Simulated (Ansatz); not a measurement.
# Molecular dynamics of HfCl$_{3}$F (part 4 of 5)

HfCl$_{3}$F; RKS LDA/def2-SVP (Ansatz 0.2.0). It belongs to a series of runs on one base structure; here: dynamics from the start.

Geometry of the input (Å):
```
Hf 0.0162  -0.0271  0.0112
Cl 0.0051  -0.0086  2.3284
Cl 2.1977  -0.0076  -0.7704
F  -0.8707  1.5091  -0.6160
Cl -1.0913  -1.9065  -0.7708
```

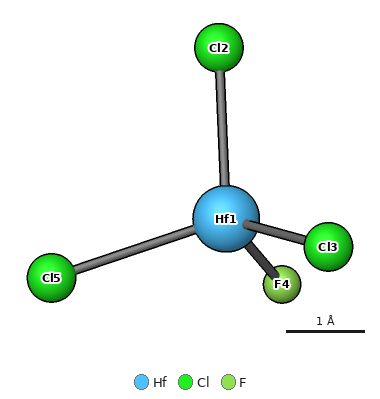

Fig. 1: The geometry at step 103 of the log (ball-and-stick view, seen at a tilt; atoms are numbered from 1 in the order of the input).

Trajectory as extended XYZ, continued
```
5
Properties=species:S:1:pos:R:3:forces:R:3 step=75 time_fs=75.0 energy=-41444.89420 temperature=292.2
Hf    0.0186   -0.0506   -0.0120    1.3933   0.5099   0.5463
Cl   -0.0180   -0.0078    2.3276    0.0042  -0.0359  -0.4686
Cl    2.2994    0.0846   -0.7481   -1.0797  -0.1519   0.2683
F    -0.8778    1.4967   -0.5655   -0.1068   0.1103  -0.1133
Cl   -1.1782   -1.8743   -0.7026   -0.2109  -0.4324  -0.2328
5
Properties=species:S:1:pos:R:3:forces:R:3 step=77 time_fs=77.0 energy=-41444.91420 temperature=343.7
Hf    0.0216   -0.0490   -0.0115    1.1807   0.2296   0.4953
Cl   -0.0185   -0.0084    2.3227    0.0101  -0.0273  -0.3806
Cl    2.2890    0.0847   -0.7446   -0.9138  -0.1371   0.2176
F    -0.8765    1.4922   -0.5650   -0.1619   0.2303  -0.1507
Cl   -1.1832   -1.8794   -0.7040   -0.1151  -0.2954  -0.1817
5
Properties=species:S:1:pos:R:3:forces:R:3 step=78 time_fs=78.0 energy=-41444.92285 temperature=366.0
Hf    0.0232   -0.0482   -0.0112    1.0600   0.0938   0.4663
Cl   -0.0187   -0.0088    2.3201    0.0133  -0.0230  -0.3326
Cl    2.2833    0.0847   -0.7428   -0.8213  -0.1292   0.1893
F    -0.8760    1.4901   -0.5649   -0.1859   0.2845  -0.1673
Cl   -1.1857   -1.8820   -0.7048   -0.0661  -0.2262  -0.1557
5
Properties=species:S:1:pos:R:3:forces:R:3 step=79 time_fs=79.0 energy=-41444.93039 temperature=385.4
Hf    0.0249   -0.0474   -0.0109    0.9294  -0.0368   0.4350
Cl   -0.0190   -0.0091    2.3174    0.0165  -0.0187  -0.2823
Cl    2.2775    0.0847   -0.7409   -0.7223  -0.1208   0.1590
F    -0.8756    1.4882   -0.5648   -0.2067   0.3334  -0.1820
Cl   -1.1882   -1.8847   -0.7056   -0.0170  -0.1572  -0.1298
5
Properties=species:S:1:pos:R:3:forces:R:3 step=80 time_fs=80.0 energy=-41444.93669 temperature=401.7
Hf    0.0266   -0.0466   -0.0106    0.7887  -0.1606   0.4015
Cl   -0.0192   -0.0095    2.3146    0.0199  -0.0145  -0.2298
Cl    2.2715    0.0846   -0.7389   -0.6170  -0.1122   0.1268
F    -0.8753    1.4864   -0.5649   -0.2237   0.3761  -0.1945
Cl   -1.1908   -1.8875   -0.7064    0.0321  -0.0889  -0.1040
5
Properties=species:S:1:pos:R:3:forces:R:3 step=82 time_fs=82.0 energy=-41444.94513 temperature=423.4
Hf    0.0301   -0.0450   -0.0098    0.4772  -0.3829   0.3279
Cl   -0.0196   -0.0102    2.3088    0.0268  -0.0063  -0.1191
Cl    2.2590    0.0844   -0.7349   -0.3878  -0.0942   0.0566
F    -0.8751    1.4834   -0.5652   -0.2448   0.4397  -0.2117
Cl   -1.1958   -1.8931   -0.7082    0.1286   0.0437  -0.0537
5
Properties=species:S:1:pos:R:3:forces:R:3 step=83 time_fs=83.0 energy=-41444.94710 temperature=428.5
Hf    0.0319   -0.0442   -0.0094    0.3067  -0.4793   0.2881
Cl   -0.0198   -0.0105    2.3059    0.0304  -0.0025  -0.0614
Cl    2.2525    0.0843   -0.7329   -0.2644  -0.0849   0.0187
F    -0.8752    1.4823   -0.5656   -0.2482   0.4594  -0.2160
Cl   -1.1983   -1.8959   -0.7091    0.1755   0.1072  -0.0295
5
Properties=species:S:1:pos:R:3:forces:R:3 step=84 time_fs=84.0 energy=-41444.94750 temperature=429.5
Hf    0.0338   -0.0435   -0.0090    0.1269  -0.5648   0.2466
Cl   -0.0200   -0.0109    2.3030    0.0340   0.0012  -0.0025
Cl    2.2460    0.0841   -0.7309   -0.1357  -0.0754  -0.0209
F    -0.8753    1.4814   -0.5661   -0.2465   0.4706  -0.2173
Cl   -1.2007   -1.8986   -0.7101    0.2212   0.1684  -0.0060
5
Properties=species:S:1:pos:R:3:forces:R:3 step=86 time_fs=86.0 energy=-41444.94343 temperature=419.0
Hf    0.0374   -0.0421   -0.0082   -0.2579  -0.7017   0.1592
Cl   -0.0204   -0.0116    2.2971    0.0413   0.0079   0.1177
Cl    2.2329    0.0838   -0.7269    0.1362  -0.0562  -0.1048
F    -0.8761    1.4802   -0.5673   -0.2278   0.4669  -0.2105
Cl   -1.2054   -1.9040   -0.7119    0.3082   0.2831   0.0384
5
Properties=species:S:1:pos:R:3:forces:R:3 step=87 time_fs=87.0 energy=-41444.93896 temperature=407.5
Hf    0.0393   -0.0414   -0.0077   -0.4610  -0.7530   0.1138
Cl   -0.0205   -0.0119    2.2942    0.0449   0.0110   0.1783
Cl    2.2264    0.0835   -0.7249    0.2779  -0.0466  -0.1486
F    -0.8766    1.4800   -0.5681   -0.2110   0.4525  -0.2026
Cl   -1.2076   -1.9066   -0.7128    0.3492   0.3361   0.0591
5
Properties=species:S:1:pos:R:3:forces:R:3 step=88 time_fs=88.0 energy=-41444.93293 temperature=391.9
Hf    0.0411   -0.0408   -0.0073   -0.6695  -0.7931   0.0678
Cl   -0.0207   -0.0123    2.2914    0.0485   0.0138   0.2388
Cl    2.2200    0.0833   -0.7229    0.4225  -0.0371  -0.1935
F    -0.8773    1.4800   -0.5690   -0.1896   0.4303  -0.1919
Cl   -1.2097   -1.9091   -0.7137    0.3882   0.3861   0.0788
5
Properties=species:S:1:pos:R:3:forces:R:3 step=89 time_fs=89.0 energy=-41444.92539 temperature=372.5
Hf    0.0428   -0.0402   -0.0068   -0.8819  -0.8225   0.0214
Cl   -0.0208   -0.0126    2.2886    0.0520   0.0164   0.2989
Cl    2.2137    0.0831   -0.7211    0.5689  -0.0277  -0.2390
F    -0.8780    1.4803   -0.5700   -0.1641   0.4010  -0.1785
Cl   -1.2117   -1.9114   -0.7146    0.4251   0.4328   0.0973
5
Properties=species:S:1:pos:R:3:forces:R:3 step=91 time_fs=91.0 energy=-41444.90630 temperature=323.3
Hf    0.0462   -0.0393   -0.0059   -1.3112  -0.8519  -0.0710
Cl   -0.0210   -0.0133    2.2833    0.0587   0.0209   0.4161
Cl    2.2016    0.0826   -0.7175    0.8626  -0.0094  -0.3307
F    -0.8798    1.4814   -0.5722   -0.1025   0.3240  -0.1452
Cl   -1.2154   -1.9158   -0.7162    0.4924   0.5164   0.1308
5
Properties=species:S:1:pos:R:3:forces:R:3 step=92 time_fs=92.0 energy=-41444.89509 temperature=294.4
Hf    0.0478   -0.0388   -0.0054   -1.5239  -0.8535  -0.1163
Cl   -0.0211   -0.0137    2.2808    0.0618   0.0228   0.4724
Cl    2.1958    0.0823   -0.7159    1.0071  -0.0008  -0.3759
F    -0.8807    1.4822   -0.5735   -0.0676   0.2783  -0.1259
Cl   -1.2170   -1.9178   -0.7170    0.5226   0.5532   0.1458
5
Properties=species:S:1:pos:R:3:forces:R:3 step=93 time_fs=93.0 energy=-41444.88305 temperature=263.4
Hf    0.0493   -0.0385   -0.0050   -1.7323  -0.8477  -0.1606
Cl   -0.0212   -0.0140    2.2785    0.0648   0.0245   0.5266
Cl    2.1904    0.0821   -0.7143    1.1481   0.0075  -0.4202
F    -0.8817    1.4831   -0.5748   -0.0310   0.2291  -0.1053
Cl   -1.2185   -1.9196   -0.7178    0.5504   0.5866   0.1595
5
Properties=species:S:1:pos:R:3:forces:R:3 step=94 time_fs=94.0 energy=-41444.87046 temperature=231.0
Hf    0.0507   -0.0381   -0.0046   -1.9340  -0.8353  -0.2036
Cl   -0.0213   -0.0143    2.2763    0.0676   0.0260   0.5784
Cl    2.1852    0.0818   -0.7129    1.2840   0.0153  -0.4630
F    -0.8827    1.4842   -0.5761    0.0067   0.1775  -0.0838
Cl   -1.2198   -1.9213   -0.7185    0.5757   0.6165   0.1720
5
Properties=species:S:1:pos:R:3:forces:R:3 step=96 time_fs=96.0 energy=-41444.84484 temperature=165.1
Hf    0.0532   -0.0376   -0.0037   -2.3078  -0.7950  -0.2847
Cl   -0.0213   -0.0149    2.2723    0.0725   0.0284   0.6730
Cl    2.1760    0.0813   -0.7104    1.5340   0.0291  -0.5418
F    -0.8847    1.4865   -0.5789    0.0828   0.0711  -0.0396
Cl   -1.2221   -1.9241   -0.7197    0.6186   0.6664   0.1931
5
Properties=species:S:1:pos:R:3:forces:R:3 step=97 time_fs=97.0 energy=-41444.83248 temperature=133.2
Hf    0.0542   -0.0374   -0.0033   -2.4752  -0.7690  -0.3224
Cl   -0.0213   -0.0152    2.2706    0.0746   0.0294   0.7151
Cl    2.1720    0.0811   -0.7094    1.6448   0.0350  -0.5769
F    -0.8857    1.4877   -0.5804    0.1197   0.0183  -0.0176
Cl   -1.2229   -1.9253   -0.7202    0.6361   0.6862   0.2018
5
Properties=species:S:1:pos:R:3:forces:R:3 step=98 time_fs=98.0 energy=-41444.82089 temperature=103.4
Hf    0.0552   -0.0372   -0.0029   -2.6265  -0.7401  -0.3580
Cl   -0.0213   -0.0155    2.2691    0.0763   0.0302   0.7532
Cl    2.1685    0.0809   -0.7085    1.7440   0.0401  -0.6083
F    -0.8865    1.4890   -0.5819    0.1552  -0.0330   0.0038
Cl   -1.2236   -1.9263   -0.7207    0.6510   0.7028   0.2092
5
Properties=species:S:1:pos:R:3:forces:R:3 step=100 time_fs=100.0 energy=-41444.80135 temperature=53.1
Hf    0.0566   -0.0370   -0.0022   -2.8727  -0.6772  -0.4220
Cl   -0.0212   -0.0160    2.2667    0.0790   0.0314   0.8163
Cl    2.1628    0.0805   -0.7073    1.9019   0.0476  -0.6582
F    -0.8880    1.4914   -0.5848    0.2192  -0.1278   0.0436
Cl   -1.2244   -1.9276   -0.7216    0.6726   0.7260   0.2203
5
Properties=species:S:1:pos:R:3:forces:R:3 step=101 time_fs=101.0 energy=-41444.79402 temperature=34.3
Hf    0.0571   -0.0370   -0.0019   -2.9642  -0.6445  -0.4502
Cl   -0.0211   -0.0163    2.2659    0.0798   0.0318   0.8406
Cl    2.1608    0.0803   -0.7069    1.9581   0.0500  -0.6759
F    -0.8886    1.4926   -0.5862    0.2470  -0.1700   0.0615
Cl   -1.2246   -1.9280   -0.7219    0.6793   0.7327   0.2240
5
Properties=species:S:1:pos:R:3:forces:R:3 step=102 time_fs=102.0 energy=-41444.78866 temperature=20.5
Hf    0.0574   -0.0370   -0.0016   -3.0327  -0.6118  -0.4756
Cl   -0.0210   -0.0166    2.2652    0.0803   0.0321   0.8599
Cl    2.1593    0.0801   -0.7068    1.9979   0.0514  -0.6884
F    -0.8891    1.4936   -0.5876    0.2712  -0.2079   0.0777
Cl   -1.2245   -1.9282   -0.7221    0.6832   0.7362   0.2263
5
Properties=species:S:1:pos:R:3:forces:R:3 step=103 time_fs=103.0 energy=-41444.78547 temperature=12.2
Hf    0.0576   -0.0370   -0.0014   -3.0772  -0.5794  -0.4982
Cl   -0.0209   -0.0168    2.2648    0.0804   0.0323   0.8739
Cl    2.1583    0.0800   -0.7068    2.0206   0.0517  -0.6953
F    -0.8894    1.4945   -0.5889    0.2917  -0.2410   0.0921
Cl   -1.2243   -1.9282   -0.7223    0.6844   0.7364   0.2274
5
Properties=species:S:1:pos:R:3:forces:R:3 step=105 time_fs=105.0 energy=-41444.78599 temperature=13.6
Hf    0.0574   -0.0371   -0.0009   -3.0919  -0.5175  -0.5339
Cl   -0.0206   -0.0173    2.2648    0.0796   0.0323   0.8857
Cl    2.1580    0.0797   -0.7074    2.0135   0.0494  -0.6922
F    -0.8896    1.4960   -0.5915    0.3205  -0.2913   0.1147
Cl   -1.2233   -1.9275   -0.7225    0.6783   0.7272   0.2258
5
Properties=species:S:1:pos:R:3:forces:R:3 step=106 time_fs=106.0 energy=-41444.78975 temperature=23.3
Hf    0.0570   -0.0372   -0.0007   -3.0619  -0.4886  -0.5467
Cl   -0.0204   -0.0175    2.2651    0.0787   0.0322   0.8834
Cl    2.1586    0.0796   -0.7080    1.9839   0.0467  -0.6822
F    -0.8895    1.4966   -0.5927    0.3283  -0.3080   0.1226
Cl   -1.2225   -1.9269   -0.7225    0.6710   0.7177   0.2230
5
Properties=species:S:1:pos:R:3:forces:R:3 step=107 time_fs=107.0 energy=-41444.79574 temperature=38.7
Hf    0.0565   -0.0374   -0.0006   -3.0075  -0.4613  -0.5557
Cl   -0.0202   -0.0177    2.2656    0.0774   0.0321   0.8755
Cl    2.1599    0.0795   -0.7088    1.9374   0.0430  -0.6668
F    -0.8892    1.4969   -0.5938    0.3317  -0.3187   0.1281
Cl   -1.2215   -1.9261   -0.7225    0.6610   0.7049   0.2189
5
Properties=species:S:1:pos:R:3:forces:R:3 step=109 time_fs=109.0 energy=-41444.81370 temperature=84.9
Hf    0.0550   -0.0377   -0.0004   -2.8285  -0.4121  -0.5614
Cl   -0.0197   -0.0181    2.2675    0.0738   0.0315   0.8436
Cl    2.1638    0.0793   -0.7109    1.7972   0.0330  -0.6207
F    -0.8881    1.4972   -0.5959    0.3250  -0.3219   0.1318
Cl   -1.2190   -1.9239   -0.7222    0.6324   0.6695   0.2067
5
Properties=species:S:1:pos:R:3:forces:R:3 step=110 time_fs=110.0 energy=-41444.82516 temperature=114.4
Hf    0.0540   -0.0379   -0.0003   -2.7063  -0.3904  -0.5576
Cl   -0.0194   -0.0183    2.2687    0.0715   0.0311   0.8199
Cl    2.1666    0.0792   -0.7122    1.7059   0.0268  -0.5908
F    -0.8873    1.4971   -0.5968    0.3150  -0.3143   0.1300
Cl   -1.2176   -1.9225   -0.7220    0.6139   0.6468   0.1985
5
Properties=species:S:1:pos:R:3:forces:R:3 step=111 time_fs=111.0 energy=-41444.83786 temperature=147.1
Hf    0.0529   -0.0382   -0.0003   -2.5643  -0.3705  -0.5490
Cl   -0.0191   -0.0185    2.2702    0.0689   0.0306   0.7912
Cl    2.1698    0.0791   -0.7136    1.6021   0.0200  -0.5569
F    -0.8863    1.4968   -0.5977    0.3007  -0.3008   0.1256
Cl   -1.2159   -1.9210   -0.7217    0.5927   0.6208   0.1890
5
Properties=species:S:1:pos:R:3:forces:R:3 step=112 time_fs=112.0 energy=-41444.85143 temperature=182.1
Hf    0.0516   -0.0384   -0.0003   -2.4043  -0.3524  -0.5353
Cl   -0.0188   -0.0186    2.2719    0.0660   0.0301   0.7579
Cl    2.1734    0.0791   -0.7153    1.4874   0.0125  -0.5195
F    -0.8852    1.4964   -0.5985    0.2823  -0.2815   0.1189
Cl   -1.2141   -1.9193   -0.7214    0.5687   0.5913   0.1781
5
Properties=species:S:1:pos:R:3:forces:R:3 step=114 time_fs=114.0 energy=-41444.87965 temperature=254.7
Hf    0.0487   -0.0390   -0.0003   -2.0377  -0.3208  -0.4924
Cl   -0.0181   -0.0189    2.2759    0.0593   0.0288   0.6783
Cl    2.1819    0.0790   -0.7189    1.2319  -0.0038  -0.4366
F    -0.8825    1.4951   -0.5999    0.2339  -0.2266   0.0986
Cl   -1.2100   -1.9154   -0.7206    0.5126   0.5224   0.1520
5
Properties=species:S:1:pos:R:3:forces:R:3 step=115 time_fs=115.0 energy=-41444.89353 temperature=290.5
Hf    0.0471   -0.0393   -0.0004   -1.8353  -0.3067  -0.4629
Cl   -0.0177   -0.0191    2.2782    0.0555   0.0281   0.6328
Cl    2.1866    0.0789   -0.7209    1.0944  -0.0125  -0.3921
F    -0.8810    1.4943   -0.6005    0.2046  -0.1917   0.0852
Cl   -1.2077   -1.9132   -0.7201    0.4807   0.4828   0.1369
5
Properties=species:S:1:pos:R:3:forces:R:3 step=116 time_fs=116.0 energy=-41444.90677 temperature=324.5
Hf    0.0454   -0.0396   -0.0005   -1.6228  -0.2933  -0.4280
Cl   -0.0174   -0.0192    2.2806    0.0515   0.0273   0.5840
Cl    2.1917    0.0788   -0.7230    0.9526  -0.0214  -0.3463
F    -0.8794    1.4934   -0.6011    0.1724  -0.1524   0.0700
Cl   -1.2053   -1.9109   -0.7196    0.4462   0.4398   0.1203
5
Properties=species:S:1:pos:R:3:forces:R:3 step=117 time_fs=117.0 energy=-41444.91903 temperature=356.1
Hf    0.0436   -0.0399   -0.0007   -1.4024  -0.2801  -0.3880
Cl   -0.0170   -0.0194    2.2833    0.0474   0.0264   0.5322
Cl    2.1970    0.0788   -0.7252    0.8080  -0.0304  -0.2997
F    -0.8777    1.4924   -0.6017    0.1378  -0.1094   0.0531
Cl   -1.2028   -1.9085   -0.7190    0.4093   0.3936   0.1024
5
Properties=species:S:1:pos:R:3:forces:R:3 step=119 time_fs=119.0 energy=-41444.93947 temperature=408.7
Hf    0.0397   -0.0407   -0.0010   -0.9463  -0.2524  -0.2933
Cl   -0.0161   -0.0196    2.2889    0.0385   0.0244   0.4215
Cl    2.2082    0.0786   -0.7299    0.5163  -0.0485  -0.2060
F    -0.8741    1.4903   -0.6027    0.0629  -0.0149   0.0153
Cl   -1.1974   -1.9033   -0.7179    0.3286   0.2915   0.0626
5
Properties=species:S:1:pos:R:3:forces:R:3 step=120 time_fs=120.0 energy=-41444.94718 temperature=428.6
Hf    0.0377   -0.0410   -0.0012   -0.7145  -0.2366  -0.2394
Cl   -0.0157   -0.0197    2.2919    0.0338   0.0232   0.3634
Cl    2.2141    0.0785   -0.7323    0.3717  -0.0575  -0.1598
F    -0.8722    1.4892   -0.6032    0.0238   0.0350  -0.0050
Cl   -1.1946   -1.9006   -0.7173    0.2852   0.2358   0.0407
5
Properties=species:S:1:pos:R:3:forces:R:3 step=121 time_fs=121.0 energy=-41444.95301 temperature=443.6
Hf    0.0357   -0.0414   -0.0014   -0.4828  -0.2186  -0.1817
Cl   -0.0153   -0.0198    2.2950    0.0291   0.0220   0.3040
Cl    2.2200    0.0784   -0.7347    0.2295  -0.0663  -0.1143
F    -0.8704    1.4881   -0.6037   -0.0156   0.0856  -0.0257
Cl   -1.1917   -1.8978   -0.7167    0.2399   0.1773   0.0177
5
Properties=species:S:1:pos:R:3:forces:R:3 step=123 time_fs=123.0 energy=-41444.95871 temperature=458.3
Hf    0.0315   -0.0422   -0.0018   -0.0266  -0.1731  -0.0574
Cl   -0.0144   -0.0200    2.3015    0.0194   0.0192   0.1829
Cl    2.2320    0.0781   -0.7397   -0.0444  -0.0833  -0.0271
F    -0.8667    1.4861   -0.6048   -0.0928   0.1846  -0.0668
Cl   -1.1857   -1.8922   -0.7154    0.1444   0.0525  -0.0315
5
Properties=species:S:1:pos:R:3:forces:R:3 step=124 time_fs=124.0 energy=-41444.95854 temperature=457.9
Hf    0.0294   -0.0427   -0.0020    0.1947  -0.1442   0.0078
Cl   -0.0139   -0.0201    2.3048    0.0145   0.0177   0.1220
Cl    2.2381    0.0779   -0.7422   -0.1746  -0.0914   0.0142
F    -0.8649    1.4852   -0.6054   -0.1293   0.2311  -0.0865
Cl   -1.1827   -1.8893   -0.7148    0.0947  -0.0132  -0.0575
5
Properties=species:S:1:pos:R:3:forces:R:3 step=125 time_fs=125.0 energy=-41444.95645 temperature=452.5
Hf    0.0274   -0.0431   -0.0022    0.4095  -0.1103   0.0740
Cl   -0.0135   -0.0201    2.3081    0.0096   0.0161   0.0613
Cl    2.2440    0.0777   -0.7448   -0.2996  -0.0992   0.0539
F    -0.8631    1.4845   -0.6060   -0.1637   0.2742  -0.1049
Cl   -1.1796   -1.8864   -0.7142    0.0442  -0.0807  -0.0842
5
Properties=species:S:1:pos:R:3:forces:R:3 step=126 time_fs=126.0 energy=-41444.95252 temperature=442.4
Hf    0.0253   -0.0435   -0.0024    0.6164  -0.0709   0.1404
Cl   -0.0130   -0.0202    2.3115    0.0048   0.0144   0.0011
Cl    2.2499    0.0775   -0.7472   -0.4190  -0.1068   0.0917
F    -0.8615    1.4839   -0.6067   -0.1951   0.3129  -0.1218
Cl   -1.1765   -1.8836   -0.7137   -0.0071  -0.1497  -0.1115
5
Properties=species:S:1:pos:R:3:forces:R:3 step=128 time_fs=128.0 energy=-41444.93980 temperature=409.7
Hf    0.0213   -0.0444   -0.0028    1.0019   0.0266   0.2707
Cl   -0.0121   -0.0204    2.3181   -0.0046   0.0107  -0.1162
Cl    2.2614    0.0770   -0.7522   -0.6398  -0.1208   0.1618
F    -0.8585    1.4832   -0.6082   -0.2475   0.3737  -0.1493
Cl   -1.1703   -1.8781   -0.7126   -0.1100  -0.2901  -0.1670
5
Properties=species:S:1:pos:R:3:forces:R:3 step=129 time_fs=129.0 energy=-41444.93140 temperature=388.1
Hf    0.0194   -0.0449   -0.0030    1.1784   0.0850   0.3329
Cl   -0.0116   -0.0204    2.3215   -0.0092   0.0087  -0.1729
Cl    2.2668    0.0766   -0.7545   -0.7409  -0.1274   0.1938
F    -0.8572    1.4831   -0.6091   -0.2674   0.3941  -0.1592
Cl   -1.1673   -1.8754   -0.7122   -0.1609  -0.3605  -0.1948
5
Properties=species:S:1:pos:R:3:forces:R:3 step=130 time_fs=130.0 energy=-41444.92193 temperature=363.7
Hf    0.0175   -0.0453   -0.0032    1.3429   0.1500   0.3923
Cl   -0.0111   -0.0205    2.3247   -0.0136   0.0066  -0.2278
Cl    2.2721    0.0763   -0.7569   -0.8356  -0.1336   0.2240
F    -0.8561    1.4832   -0.6100   -0.2828   0.4072  -0.1662
Cl   -1.1643   -1.8728   -0.7118   -0.2110  -0.4302  -0.2223
```
